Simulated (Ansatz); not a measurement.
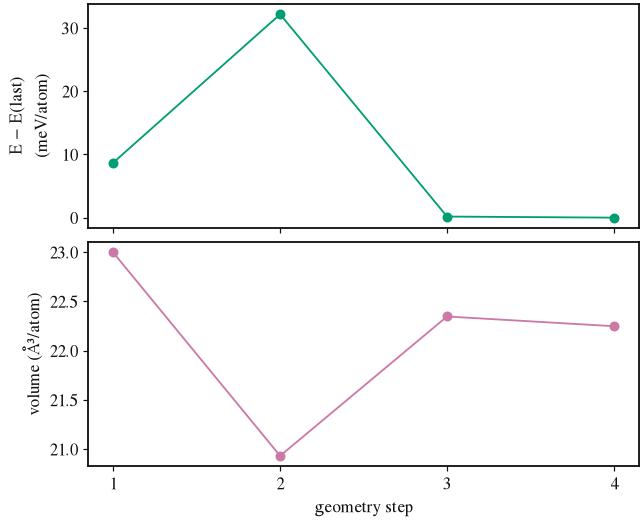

History of a geometry optimisation. BiIr (Fm-3m, 2 atoms in the cell); Ansatz 0.2.0, DFT, PBE, PAW with Ansatz's default frozen-core files, scalar-relativistic; cutoff 420 eV, 12×12×12 k-mesh, Fermi–Dirac smearing of 0.08 eV. Atoms and cell relax. A closing SCF on a freshly chosen basis isn't drawn.

The optimisation met its thresholds at geometry 4, counting the start as the first. The energy fell by about 8.7 meV/atom from the first step to the last. Step 2 went uphill and was rejected by the line search. All forces vanish by symmetry, so only the cell moves. The volume shrinks from 23.0 to 22.2 Å³ per atom (−3 %), overshooting to 20.9 at step 2.
